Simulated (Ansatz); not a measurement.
## CH8OSi: frequency calculation

System: CH8OSi.
Method: RHF/6-31G* (Ansatz 0.2.0).

It belongs to a series of runs on one base structure; here: vibrations at the highest image of the band. Figures and captions count atoms from 1; the log counts them from 0 in places.

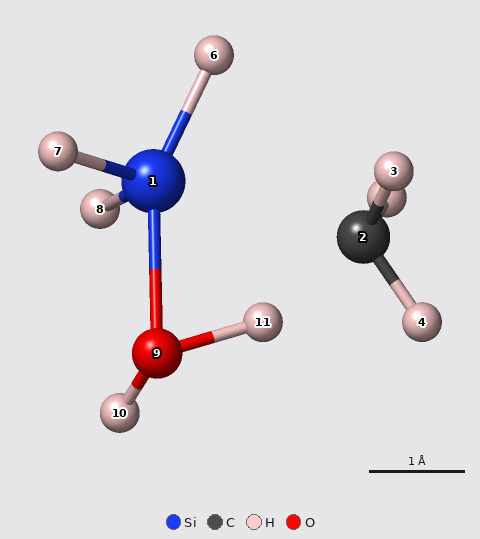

The structure (ball-and-stick view, seen on its broad side; atoms are numbered from 1 in the order of the input). Bond lengths as drawn: C–H 1.08 to 1.09 Å, H–O 0.95 to 1.18 Å, H–Si 1.48 Å and O–Si 1.89 Å.

### Input
```yaml
crystal:
  periodic: [false, false, false]
  atoms:
    - { symbol: Si, position_ang: [-0.299407, 0.246772, -0.041033] }
    - { symbol: C, position_ang: [-0.057935, 0.060564, 2.228634] }
    - { symbol: H, position_ang: [0.316333, 1.057568, 2.432144] }
    - { symbol: H, position_ang: [-0.645998, -0.229533, 3.103841] }
    - { symbol: H, position_ang: [0.778066, -0.627705, 2.177965] }
    - { symbol: H, position_ang: [1.110741, 0.675813, 0.115779] }
    - { symbol: H, position_ang: [-0.811791, 1.315886, -0.918638] }
    - { symbol: H, position_ang: [-0.190916, -1.077373, -0.684116] }
    - { symbol: O, position_ang: [-2.034578, -0.065265, 0.646248] }
    - { symbol: H, position_ang: [-2.451946, -0.878634, 0.379522] }
    - { symbol: H, position_ang: [-1.277067, -0.126096, 1.551953] }
basis:
  gaussian: { orbitals: "6-31G*" }
hamiltonian:
  xc: hf
phonons: {}
```

Machine: 1 thread of Intel Xeon (Granite Rapids), 32 GiB of memory available, shared host.

Launch command:
```bash
ansatz run input.yaml --threads 1 --pin off --max-ram 2048MiB --backend cpu --events-out ev --progress --plain --runs-dir out
```

### Output
```
Engine: ansatz 0.2.0, x86_64-unknown-linux-gnu
Functional definition: HF
  exchange = exact_x
  correlation = 0
747 factors; integrals over basis functions are off by at most 5.9e-4 eV
mean field evaluation 1: about -11050.2148 eV, gradient 3.2e1 eV
mean field evaluation 2: about -11050.2736 eV, gradient 3.2e1 eV
mean field evaluation 4: about -11052.5087 eV, gradient 3.1e0 eV
mean field evaluation 8: about -11052.5386 eV, gradient 7.4e-5 eV
mean field -11052.53859417 eV, -406.1733016561 hartree, gradient 1.2e-5 eV, S^2 0.000000; 0 other end points of the search recorded, 0 dependent functions left out
the calculation of the forces begins
reference -11052.53859417 eV, -406.1733016561 hartree; 18, 18 occupied and 47, 47 virtual orbitals, 747 factors
these checks for a lower state are left out or cut short: stability, starts, cluster_reference, orbital_swaps, neighbouring_geometries, increment
747 factors; integrals over basis functions are off by at most 5.9e-4 eV
mean field evaluation 16: about -11052.5385 eV, gradient 2.4e-6 eV
mean field -11052.53850300 eV, -406.1732983056 hartree, gradient 2.5e-6 eV, S^2 0.000000; 0 other end points of the search recorded, 0 dependent functions left out
[... from here on the field's lines of each further geometry are left out, up to the last ...]
the calculation of the forces begins
reference -11052.53861513 eV, -406.1733024262 hartree; 18, 18 occupied and 47, 47 virtual orbitals, 747 factors
these checks for a lower state are left out or cut short: stability, starts, cluster_reference, orbital_swaps, neighbouring_geometries, increment
747 factors; integrals over basis functions are off by at most 5.9e-4 eV
mean field -11052.53852711 eV, -406.1732991917 hartree, gradient 2.3e-6 eV, S^2 0.000000; 0 other end points of the search recorded, 0 dependent functions left out
the calculation of the forces begins
reference -11052.53852711 eV, -406.1732991917 hartree; 18, 18 occupied and 47, 47 virtual orbitals, 747 factors
WARN: phonons: modes at or below zero, which the zero-point energy, F, S and C_V leave out: 2, the lowest at -1936.93 cm⁻¹. A minimum has none, and a first-order saddle one
Total energy: -11052.53859417 eV, -406.1733016561 hartree
Atom 0 at    -0.299407     0.246772    -0.041033 Å, force     0.001689    -0.011277    -0.007208 eV/Å
Atom 1 at    -0.057935     0.060564     2.228634 Å, force    -0.007145     0.006076     0.007579 eV/Å
Atom 2 at     0.316333     1.057568     2.432144 Å, force    -0.000886    -0.004205    -0.002048 eV/Å
Atom 3 at    -0.645998    -0.229533     3.103841 Å, force     0.006634    -0.005233     0.003641 eV/Å
Atom 4 at     0.778066    -0.627705     2.177965 Å, force    -0.001112    -0.004510     0.002627 eV/Å
Atom 5 at     1.110741     0.675813     0.115779 Å, force    -0.003499     0.004391    -0.000249 eV/Å
Atom 6 at    -0.811791     1.315886    -0.918638 Å, force    -0.001088     0.000117    -0.005490 eV/Å
Atom 7 at    -0.190916    -1.077373    -0.684116 Å, force     0.001077     0.004407    -0.000956 eV/Å
Atom 8 at    -2.034578    -0.065265     0.646248 Å, force    -0.007831    -0.002704    -0.006258 eV/Å
Atom 9 at    -2.451946    -0.878634     0.379522 Å, force    -0.003687    -0.000451    -0.009219 eV/Å
Atom 10 at    -1.277067    -0.126096     1.551953 Å, force     0.015848     0.013387     0.017580 eV/Å
Dipole moment:    -0.194992    -0.335343     0.069201 e Å
Vibrations: -1936.93 -170.12 292.87 323.20 401.74 523.84 617.03 677.68 720.61 768.43 902.09 930.74 1031.95 1138.81 1207.21 1387.61 1493.68 1575.84 1600.78 1905.31 2298.26 2366.98 2375.28 3152.01 3250.90 3299.83 4066.71 cm⁻¹, zero-point energy 2.374879 eV
```

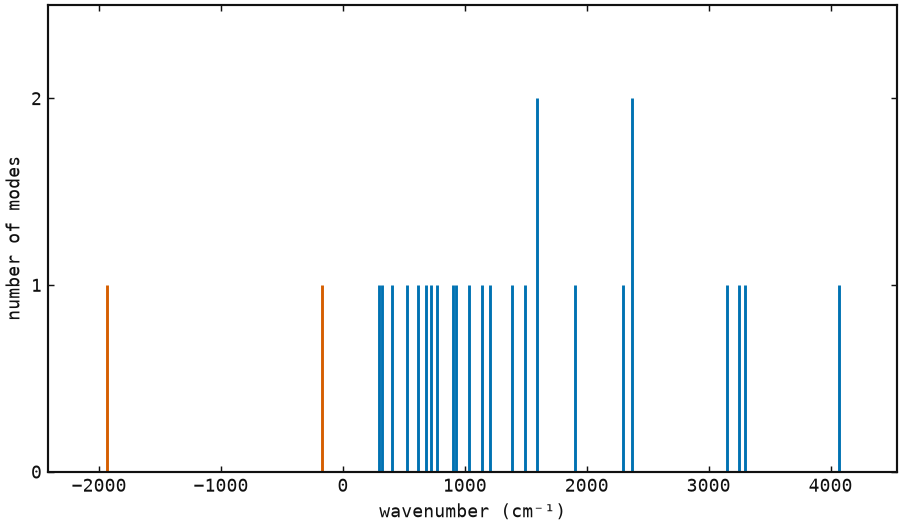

Harmonic vibrational wavenumbers from the force constants; neighbouring modes closer than 27 cm⁻¹ are counted in one stick, and imaginary ones are drawn at negative wavenumbers. 27 modes from 1937i to 4067 cm⁻¹, 2 imaginary beyond 8i (1937i, 170i cm⁻¹): not a minimum.

### Key numbers

- outcome: converged
- total energy: −11052.5386 eV
- mean-field energy: −11052.5386 eV
- largest force (length of the vector): 0.027 eV/Å
- wall time: 39 s
- peak memory: 0.12 GiB
